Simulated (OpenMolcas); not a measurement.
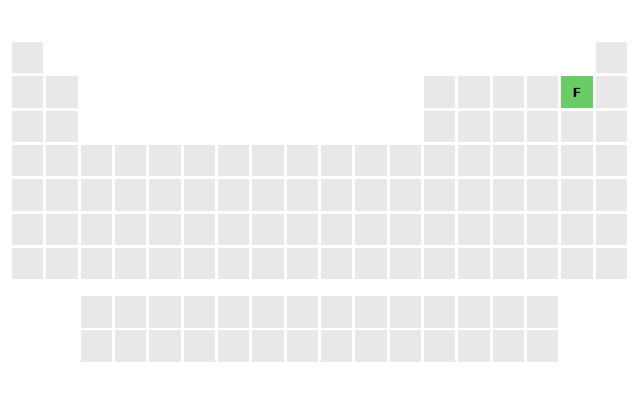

Figure 1. The place of fluorine in the periodic table.

F: multiconfigurational calculation

F. Level asked for: state-averaged CASSCF, active space 5 electrons in the shell 2p, basis ANO-R3, X2C scalar Hamiltonian, spin-orbit coupling by RASSI with atomic mean-field integrals (OpenMolcas).

### Input file
```
&GATEWAY
Coord
1

F 0.0 0.0 0.0
Basis=ANO-R3
Group=XYZ
NoMove
AngMom=0.0 0.0 0.0
AMFI
&SEWARD
&RASSCF
FileOrb=start.orb
Symmetry=2
Spin=2
nActEl=5 0 0
Inactive=2 0
Ras2=0 3
CIRoot=8 8 1
SDav=3
CIMx=300
Iter=73 100
PrWF=0.3
OrbListing=Nothing
MaxOrb=0
Atom
>>> COPY $Project.JobIph JOB001
```

The file start.orb holds starting orbitals from an earlier step.

Hardware: 1 thread of AMD EPYC (Zen 3), 64 GiB of memory available, shared host.

Run as:
```bash
OMP_NUM_THREADS=1 MOLCAS_MEM=2252 MOLCAS_PROJECT=a pymolcas a.inp > a.log  # once for each step of the input, in one work folder
```

### The program's output (extracts)
```
--- SEWARD ---
Basis set label: F.ANO-R...4S4P2D1F.

      Electronic valence basis set:
      ------------------
      Associated Effective Charge   9.000000 au
      Associated Actual Charge      9.000000 au
      Nuclear Model: Finite nucleus - Gaussian distribution
        Gaussian exponent, Xi/bohr**(-2):  5.35469E+08

      Shell  nPrim  nBasis  Cartesian Spherical Contaminant
         s      13       4        X
         p       8       4        X
         d       4       2                 X
         f       3       1                 X
                  Relativistic X2C integrals
                  Atomic mean-field integrals
--- RASSCF ---
Wave function specifications:
      -----------------------------

      Number of closed shell electrons           4
      Number of electrons in active shells       5
      Max number of holes in RAS1 space          0
      Max nr of electrons in RAS3 space          0
      Number of inactive orbitals                2
      Number of active orbitals                  3
      Number of secondary orbitals              28
      Spin quantum number                      0.5
      State symmetry                             2
Orbital specifications:
      -----------------------

      Symmetry species                           1   2
                                                ag  au
      Frozen orbitals                            0   0
      Inactive orbitals                          2   0
      Active orbitals                            0   3
      RAS1 orbitals                              0   0
      RAS2 orbitals                              0   3
      RAS3 orbitals                              0   0
      Secondary orbitals                        12  16
      Deleted orbitals                           0   0
      Number of basis functions                 14  19
      Number of CSFs                             3
      Number of root(s) required                 8
 ************ ERROR ***********
  You can't ask for more roots
  than there are configurations
 ******************************
--- Stop Module: rasscf at  /rc=_RC_INPUT_ERROR_ ---
.####################.
.# User input error #.
.####################.
```

### Outcome

```
quantity                   value
 outcome  refused by the program
```

### Diagnosis

The input is odd on purpose: too many roots. The program refused the input: “You can't ask for more roots”. Caveats: RASSCF multiplicity 2: _RC_INPUT_ERROR_.
